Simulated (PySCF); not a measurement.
Al(H)(Vi)2, SMILES C=[CH][AlH][CH]=C (C₄H₇Al) at its B3LYP/def2-SVP optimised geometry (Å):

```
12

Al    -0.3546    -0.2512     0.0000
H     -1.1095    -1.6505    -0.0001
C      1.5957    -0.2512     0.0000
C      2.2997    -1.3996     0.0000
H      2.1859     0.6778    -0.0003
H      3.3979    -1.4278    -0.0001
H      1.8091    -2.3821     0.0002
C     -1.4254     1.3788     0.0000
C     -2.7717     1.3374    -0.0012
H     -0.9727     2.3821     0.0010
H     -3.3979     2.2400    -0.0014
H     -3.3240     0.3883    -0.0022
```

Calculation: B3LYP/def2-TZVP in PySCF. Cells within 0.4 Å of a nucleus heavier than hydrogen are left out (blank, or x).

Map of the Laplacian of the electron density (e/bohr⁵), clipped to [-1.50, 1.50] on the plane z = 0.0 Å:

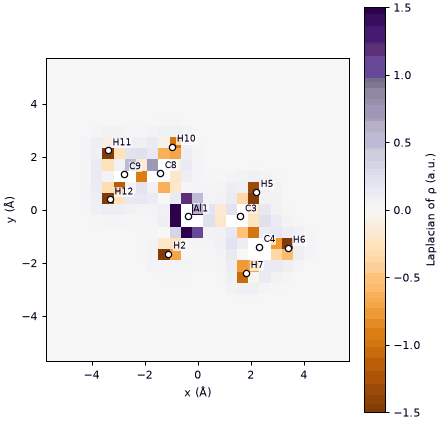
*Laplacian of the electron density (e/bohr⁵), clipped to [-1.50, 1.50] on the plane z = 0.0 Å.*
